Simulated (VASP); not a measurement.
Band structure of LiCl (rock salt). Method: PBE GGA with D4 dispersion, VASP's PBE PAW potentials (set 64) (plane waves; VASP).

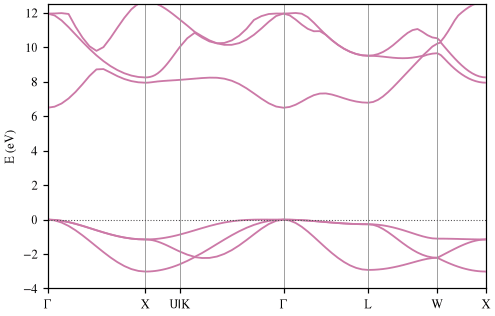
*Bands along high-symmetry lines, zero at the valence-band maximum or, without a gap, the Fermi level*

Question: Read the plot: is there a gap, and where are the band edges?

Answer: The gap is indirect, 6.49 eV, from the valence maximum at K-Γ at 0.79 to the conduction minimum at Γ. (Edges off the drawn lines would not show.)

Measured: gap 9.40 eV (computed value off by -2.91 eV), as given by Wei Chen et al., Physical Review Materials (2018), doi:10.1103/physrevmaterials.2.073803.

The compound is LiCl in the rock salt structure. It was relaxed first.
